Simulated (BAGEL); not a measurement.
# BH2ClO (SMILES OBCl), step by step

We compute the energy (HF/def2-SVP), then a single-point energy (NEVPT2(2,2)/def2-SVP), then the energy (CASPT2(2,2)/def2-SVP) of BH2ClO. 

Program for the calculation: BAGEL 1.2.2.

2 further runs of the same task are left out: 2 set aside as unsound or not needed.

### 1 The molecule

BH2ClO has 5 atoms, charge 0, and is taken as a singlet. SMILES: `OBCl`. The O1–B2 distance was set to 1.809 Å, away from the relaxed value.

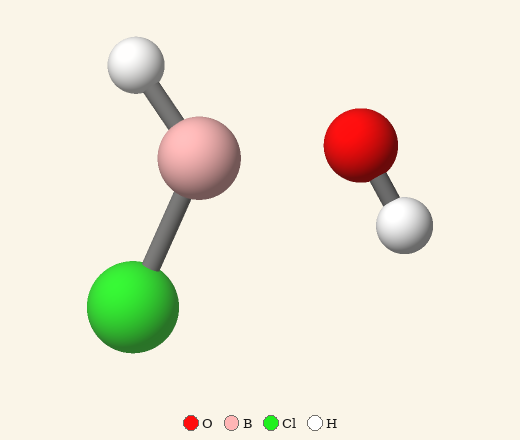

Viewed from a chosen angle; oxygen red, boron pink, chlorine green, hydrogen white.

### 2 A single-point energy at HF/def2-SVP (density fitting with svp-jkfit) (run 1)

Contents of input.json:

```json
{ "bagel": [

{
  "title": "molecule",
  "basis": "svp",
  "df_basis": "svp-jkfit",
  "angstrom": true,
  "geometry": [
    { "atom": "O", "xyz": [      -1.298070,      -0.787077,      -0.052176 ] },
    { "atom": "B", "xyz": [       0.379000,      -0.137200,       0.137900 ] },
    { "atom": "Cl", "xyz": [       0.788600,       1.496000,      -0.395300 ] },
    { "atom": "H", "xyz": [      -1.912470,      -0.167277,      -0.458976 ] },
    { "atom": "H", "xyz": [       1.223300,      -0.815100,       0.628600 ] }
  ]
},

{ "title": "hf", "charge": 0 },

{ "title": "print", "file": "orbitals.molden", "orbitals": true }

]}
```

Run with:

```console
$ BAGEL_NUM_THREADS=1 BAGEL input.json > input.out
```

Output:

```text
* using 1 threads per process

  ===============================================================
  ===============================================================

  *** Geometry ***

  { "atom" : "O", "xyz" : [     -2.452997,     -1.487360,     -0.098598 ] },
  { "atom" : "B", "xyz" : [      0.716206,     -0.259270,      0.260593 ] },
  { "atom" : "Cl", "xyz" : [      1.490238,      2.827030,     -0.747009 ] },
  { "atom" : "H", "xyz" : [     -3.614045,     -0.316108,     -0.867339 ] },
  { "atom" : "H", "xyz" : [      2.311702,     -1.540316,      1.187882 ] },

  Number of auxiliary basis functions:      316

  Since a DF basis is specified, we compute 2- and 3-index integrals:
    o Being stored without compression. Storage requirement is 0.008 GB

  Number of basis functions:       56
  Number of electrons      :       32

    * METHOD: MOLECULE                             0.08

  *** RHF ***

  === Nuclear Repulsion ===
    76.1569560176

      * DIIS with orbital gradients will be used.

  === RHF iteration (svp) ===
      0       -559.80039826          0.02751656           0.02
      1       -559.87460969          0.02354780           0.02
      2       -559.98904646          0.00211492           0.02
      3       -559.99118896          0.00048198           0.01
      4       -559.99134983          0.00018294           0.02
      5       -559.99138111          0.00006232           0.02
      6       -559.99138484          0.00001717           0.02
      7       -559.99138506          0.00000623           0.02
      8       -559.99138509          0.00000246           0.02
      9       -559.99138510          0.00000076           0.02
     10       -559.99138510          0.00000034           0.01
     11       -559.99138510          0.00000012           0.02
     12       -559.99138510          0.00000005           0.02
     13       -559.99138510          0.00000002           0.01
     14       -559.99138510          0.00000001           0.02
    * SCF iteration converged.

    * Permanent dipole moment:
           (   -0.409645,    -0.485677,     0.082021) a.u.

    * METHOD: HF                                   0.31

    * METHOD: PRINT                                0.01

  ===============================================================
```

It took 0.52 s on 1 thread of Arm Neoverse V1, shared host; peak memory 0.14 GiB.

### 3 A single-point energy at NEVPT2(2,2)/def2-SVP (density fitting with svp-jkfit) (run 2)

Contents of job.json:

```json
{ "bagel" : [

{
  "title" : "molecule",
  "basis" : "svp",
  "df_basis" : "svp-jkfit",
  "angstrom" : true,
  "geometry" : [
    { "atom" : "O", "xyz" : [      -1.298070,      -0.787077,      -0.052176 ] },
    { "atom" : "B", "xyz" : [       0.379000,      -0.137200,       0.137900 ] },
    { "atom" : "Cl", "xyz" : [       0.788600,       1.496000,      -0.395300 ] },
    { "atom" : "H", "xyz" : [      -1.912470,      -0.167277,      -0.458976 ] },
    { "atom" : "H", "xyz" : [       1.223300,      -0.815100,       0.628600 ] }
  ]
},

{
  "title" : "hf"
},

{
  "title" : "nevpt2",
  "nstate" : 1,
  "nact" : 2,
  "nclosed" : 15,
  "active" : [8, 18],
  "maxiter" : 200,
  "natocc" : true,
  "ncore" : 7
},

{
  "title" : "print",
  "file" : "orbitals.molden",
  "orbitals" : true
}

]}
```

Run with:

```console
$ BAGEL_NUM_THREADS=1 BAGEL job.json > job.out
```

Output:

```text
* using 1 threads per process

  ===============================================================
  ===============================================================

  *** Geometry ***

  { "atom" : "O", "xyz" : [     -2.452997,     -1.487360,     -0.098598 ] },
  { "atom" : "B", "xyz" : [      0.716206,     -0.259270,      0.260593 ] },
  { "atom" : "Cl", "xyz" : [      1.490238,      2.827030,     -0.747009 ] },
  { "atom" : "H", "xyz" : [     -3.614045,     -0.316108,     -0.867339 ] },
  { "atom" : "H", "xyz" : [      2.311702,     -1.540316,      1.187882 ] },

  Number of auxiliary basis functions:      316

  Since a DF basis is specified, we compute 2- and 3-index integrals:
    o Being stored without compression. Storage requirement is 0.008 GB

  Number of basis functions:       56
  Number of electrons      :       32

    * METHOD: MOLECULE                             0.08

  *** RHF ***

  === Nuclear Repulsion ===
    76.1569560176

      * DIIS with orbital gradients will be used.

  === RHF iteration (svp) ===
      0       -559.80039826          0.02751656           0.02
      1       -559.87460969          0.02354780           0.02
      2       -559.98904646          0.00211492           0.02
      3       -559.99118896          0.00048198           0.02
      4       -559.99134983          0.00018294           0.02
      5       -559.99138111          0.00006232           0.02
      6       -559.99138484          0.00001717           0.02
      7       -559.99138506          0.00000623           0.02
      8       -559.99138509          0.00000246           0.02
      9       -559.99138510          0.00000076           0.02
     10       -559.99138510          0.00000034           0.02
     11       -559.99138510          0.00000012           0.01
     12       -559.99138510          0.00000005           0.01
     13       -559.99138510          0.00000002           0.02
     14       -559.99138510          0.00000001           0.02
    * SCF iteration converged.

    * Permanent dipole moment:
           (   -0.409645,    -0.485677,     0.082021) a.u.

    * METHOD: HF                                   0.31

    * freezing 7 orbitals
  ---------------------------
      CASSCF calculation
  ---------------------------

    ==== Active orbitals : =====
         Orbital 8
         Orbital 18
    ============================

    * nstate   :      1
    * nclosed  :     15
    * nact     :      2
    * nvirt    :     39
  === CASSCF iteration (svp) ===

    * Using the second-order algorithm

      0  0      -559.99192214     1.77e-04      0.01

      1  0      -560.00304801     1.10e-03      0.08

      2  0      -560.00570483     6.30e-04      0.09

      3  0      -560.00875313     5.73e-04      0.09

      4  0      -560.01628367     1.99e-03      0.09

      5  0      -560.01923945     9.39e-04      0.10

      6  0      -560.01947941     5.73e-04      0.09

      7  0      -560.01951779     2.87e-04      0.10

      8  0      -560.01952564     1.35e-04      0.10

      9  0      -560.01952730     6.27e-05      0.10

     10  0      -560.01952765     2.88e-05      0.10

     11  0      -560.01952772     1.32e-05      0.10

     12  0      -560.01952774     6.07e-06      0.10

     13  0      -560.01952774     2.79e-06      0.10

     14  0      -560.01952774     1.28e-06      0.10

     15  0      -560.01952774     5.86e-07      0.10

     16  0      -560.01952774     2.69e-07      0.09

     17  0      -560.01952774     1.23e-07      0.09

     18  0      -560.01952774     5.66e-08      0.08

     19  0      -560.01952774     2.59e-08      0.08

     20  0      -560.01952774     1.19e-08      0.07

     21  0      -560.01952774     5.43e-09      0.07

    * Second-order optimization converged. *

     guess   0:   closed 1.                   open ..

  === FCI iteration ===

      0  0      -559.99020561     9.59e-02      0.00
      1  0      -560.01922801     7.70e-03      0.00
      2  0 *    -560.01952774     1.06e-15      0.00

     * ci vector, state   0, <S^2> = 0.0000
       2.     0.9884603838
       .2    -0.1514796017

  === DF-NEVPT2 calculation ===

    * 3-index integral transformation done
    * assembly done

      NEVPT2 correlation energy:   -0.3838727425      0.05

          (+0)     -0.2839584690
          (+0)'    -0.0444751071
          (+1)     -0.0106829478
          (+1)'    -0.0000000000
          (+2)     -0.0005889618
          (-1)     -0.0395331282
          (-1)'     0.0000000000
          (-2)     -0.0046341287

      NEVPT2 total energy:       -560.4034004841

    * METHOD: NEVPT2                               2.05

    * METHOD: PRINT                                0.01

  ===============================================================
```

It took 2.6 s on 1 thread of Arm Neoverse V1, shared host; peak memory 0.14 GiB.

### 4 A single-point energy at CASPT2(2,2)/def2-SVP (density fitting with svp-jkfit) (run 3)

Contents of input.json:

```json
{ "bagel" : [

{
  "title" : "molecule",
  "basis" : "svp",
  "df_basis" : "svp-jkfit",
  "angstrom" : true,
  "geometry" : [
    { "atom" : "O", "xyz" : [   -1.298070,   -0.787077,   -0.052176 ] },
    { "atom" : "B", "xyz" : [    0.379000,   -0.137200,    0.137900 ] },
    { "atom" : "Cl", "xyz" : [    0.788600,    1.496000,   -0.395300 ] },
    { "atom" : "H", "xyz" : [   -1.912470,   -0.167277,   -0.458976 ] },
    { "atom" : "H", "xyz" : [    1.223300,   -0.815100,    0.628600 ] }
  ]
},
{
  "title" : "hf"
},
{
  "title" : "casscf",
  "nstate" : 1,
  "nact" : 2,
  "nclosed" : 15,
  "active" : [8, 18],
  "maxiter" : 200,
  "natocc" : true
},
{
  "title" : "print",
  "file" : "orbitals.molden",
  "orbitals" : true
},
{
  "title" : "smith",
  "method" : "caspt2",
  "ms" : true,
  "xms" : true,
  "sssr" : true,
  "shift" : 0.2,
  "shift_imag" : true,
  "ncore" : 7
}

]}
```

Run with:

```console
$ BAGEL_NUM_THREADS=1 BAGEL input.json > input.out
```

Output:

```text
* using 1 threads per process

  ===============================================================
  ===============================================================

  *** Geometry ***

  { "atom" : "O", "xyz" : [     -2.452997,     -1.487360,     -0.098598 ] },
  { "atom" : "B", "xyz" : [      0.716206,     -0.259270,      0.260593 ] },
  { "atom" : "Cl", "xyz" : [      1.490238,      2.827030,     -0.747009 ] },
  { "atom" : "H", "xyz" : [     -3.614045,     -0.316108,     -0.867339 ] },
  { "atom" : "H", "xyz" : [      2.311702,     -1.540316,      1.187882 ] },

  Number of auxiliary basis functions:      316

  Since a DF basis is specified, we compute 2- and 3-index integrals:
    o Being stored without compression. Storage requirement is 0.008 GB

  Number of basis functions:       56
  Number of electrons      :       32

    * METHOD: MOLECULE                             0.08

  *** RHF ***

  === Nuclear Repulsion ===
    76.1569560176

      * DIIS with orbital gradients will be used.

  === RHF iteration (svp) ===
      0       -559.80039826          0.02751656           0.02
      1       -559.87460969          0.02354780           0.01
      2       -559.98904646          0.00211492           0.02
      3       -559.99118896          0.00048198           0.01
      4       -559.99134983          0.00018294           0.02
      5       -559.99138111          0.00006232           0.02
      6       -559.99138484          0.00001717           0.02
      7       -559.99138506          0.00000623           0.02
      8       -559.99138509          0.00000246           0.01
      9       -559.99138510          0.00000076           0.02
     10       -559.99138510          0.00000034           0.02
     11       -559.99138510          0.00000012           0.02
     12       -559.99138510          0.00000005           0.02
     13       -559.99138510          0.00000002           0.02
     14       -559.99138510          0.00000001           0.02
    * SCF iteration converged.

    * Permanent dipole moment:
           (   -0.409645,    -0.485677,     0.082021) a.u.

    * METHOD: HF                                   0.31

  ---------------------------
      CASSCF calculation
  ---------------------------

    ==== Active orbitals : =====
         Orbital 8
         Orbital 18
    ============================

    * nstate   :      1
    * nclosed  :     15
    * nact     :      2
    * nvirt    :     39
  === CASSCF iteration (svp) ===

    * Using the second-order algorithm

      0  0      -559.99192214     1.77e-04      0.01

      1  0      -560.00304801     1.10e-03      0.08

      2  0      -560.00570483     6.30e-04      0.09

      3  0      -560.00875313     5.73e-04      0.09

      4  0      -560.01628367     1.99e-03      0.09

      5  0      -560.01923945     9.39e-04      0.10

      6  0      -560.01947941     5.73e-04      0.09

      7  0      -560.01951779     2.87e-04      0.10

      8  0      -560.01952564     1.35e-04      0.09

      9  0      -560.01952730     6.27e-05      0.10

     10  0      -560.01952765     2.88e-05      0.09

     11  0      -560.01952772     1.32e-05      0.10

     12  0      -560.01952774     6.07e-06      0.10

     13  0      -560.01952774     2.79e-06      0.10

     14  0      -560.01952774     1.28e-06      0.09

     15  0      -560.01952774     5.86e-07      0.10

     16  0      -560.01952774     2.69e-07      0.08

     17  0      -560.01952774     1.23e-07      0.09

     18  0      -560.01952774     5.66e-08      0.08

     19  0      -560.01952774     2.59e-08      0.08

     20  0      -560.01952774     1.19e-08      0.07

     21  0      -560.01952774     5.43e-09      0.07

    * Second-order optimization converged. *

     guess   0:   closed 1.                   open ..

  === FCI iteration ===

      0  0      -559.99020561     9.59e-02      0.00
      1  0      -560.01922801     7.70e-03      0.00
      2  0 *    -560.01952774     1.06e-15      0.00

     * ci vector, state   0, <S^2> = 0.0000
       2.     0.9884603838
       .2    -0.1514796017

    * METHOD: CASSCF                               1.91

    * METHOD: PRINT                                0.01

  === SMITH program ===

    * freezing 7 orbitals

    * Approximate memory requirement for SMITH calulation per MPI process:
      o Storage requirement for T-amplitude, lambda, and residual is 0.00 GB
      o Storage requirement for MO integrals is 0.00 GB
    * Calculating and saving rdm4f

    * Zeroth order energy : state  0       -1.1034383369

    * CASPT2 iteration is performed using orthogonal basis

      -------------------------------------------  CASPT2 iteration  ---------------------------------------------------
       #      aibj      arbs      arbi      airj      risj      airs      arst      rist         Etot      error   time
      ------------------------------------------------------------------------------------------------------------------

       0  -0.28401  -0.00540  -0.03925  -0.01161  -0.00079  -0.03901  -0.00000  -0.00000   -0.3800740  0.0033360   0.02
       1  -0.28440  -0.00545  -0.03951  -0.01190  -0.00086  -0.04007  -0.00000  -0.00000   -0.3821932  0.0005681   0.02
       2  -0.28444  -0.00546  -0.03945  -0.01192  -0.00087  -0.04014  -0.00000  -0.00000   -0.3822829  0.0001176   0.02
       3  -0.28444  -0.00546  -0.03945  -0.01191  -0.00087  -0.04016  -0.00000  -0.00000   -0.3822856  0.0000240   0.02
       4  -0.28444  -0.00546  -0.03945  -0.01191  -0.00087  -0.04016   0.00000  -0.00000   -0.3822858  0.0000054   0.02
       5  -0.28444  -0.00546  -0.03945  -0.01191  -0.00087  -0.04016   0.00000  -0.00000   -0.3822858  0.0000012   0.02
       6  -0.28444  -0.00546  -0.03945  -0.01191  -0.00087  -0.04016  -0.00000  -0.00000   -0.3822858  0.0000003   0.02

      ------------------------------------------------------------------------------------------------------------------

    * CASPT2 energy : state  0     -560.4036730522
        w/o shift correction       -560.4018135187
        reference weight              0.8896092824

    * METHOD: SMITH                                0.20

  ===============================================================
```

Run time: 2.6 s. Hardware: 1 thread of Arm Neoverse V1, shared host; peak memory 0.14 GiB.

### 5 What came out

| quantity | value |
| --- | --- |
| run 1, HF/def2-SVP: total energy | -559.99139 Eh |
| run 1, HF/def2-SVP: dipole moment | 1.63 D |
| run 1, HF/def2-SVP: HOMO energy | -12.52 eV |
| run 1, HF/def2-SVP: LUMO energy | 2.06 eV |
| run 1, HF/def2-SVP: HOMO–LUMO gap | 14.58 eV |
| run 2, NEVPT2(2,2)/def2-SVP: total energy | -560.40340 Eh |
| run 3, CASPT2(2,2)/def2-SVP: total energy | -560.40367 Eh |
